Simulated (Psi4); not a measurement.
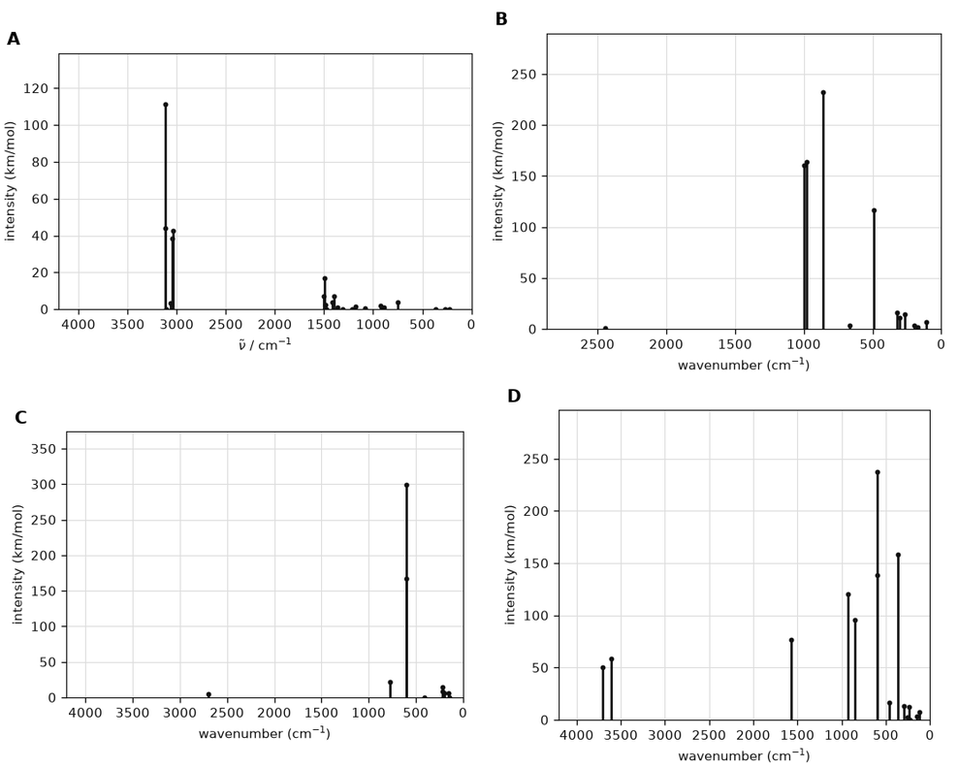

Unscaled harmonic wavenumbers and double-harmonic intensities, PBE0/def2-TZVP (dispersion D4), Psi4 1.11, at a geometry relaxed at this level, isolated molecule. Modes within 2 cm⁻¹ of each other count as one line, with their intensities summed.

> Pair each panel with its molecule.
1. C₃H₈, SMILES CCC
2. SiHSCl₃, SMILES S[Si](Cl)(Cl)Cl
3. SiNH₂Cl₃, SMILES N[Si](Cl)(Cl)Cl
4. SiHSeF₃, SMILES F[Si](F)(F)[SeH]

A: 1 (most intense lines at 3117.4, 3120.5 and 3039.5 cm⁻¹)
B: 4 (most intense lines at 861.1, 981.3 and 998.3 cm⁻¹)
C: 2 (most intense lines at 604.3, 601.3 and 772.9 cm⁻¹)
D: 3 (most intense lines at 597.6, 366.1 and 601.0 cm⁻¹)
